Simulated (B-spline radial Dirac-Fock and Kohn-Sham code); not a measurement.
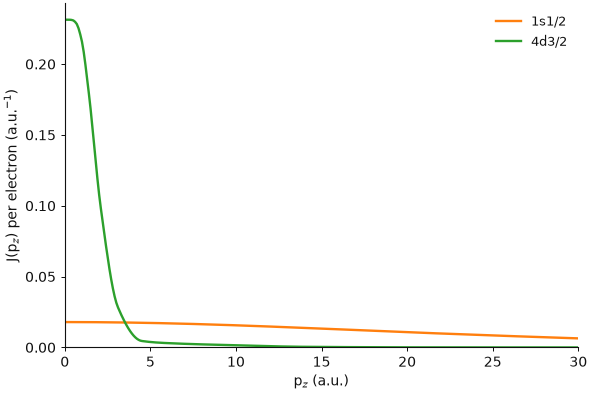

Compton profiles of the subshells 1s1/2 and 4d3/2, per electron. System: Pd²⁺ ([Kr] 4d7 5s1), which is not the ground configuration. Method: the impulse approximation on Dirac–Fock orbitals (average of configuration) (computed with a radial B-spline solver). Open shells are averaged over j.

### Which of them has the largest mean momentum?

1s1/2, ⟨p⟩ = 41.5 a.u.

### Which of the subshells shown has the highest J(0), and what does that say?

4d3/2, J(0) = 0.231 a.u.⁻¹. J(0) is half the mean of 1/p, so of those shown it has the most weight at low momentum.
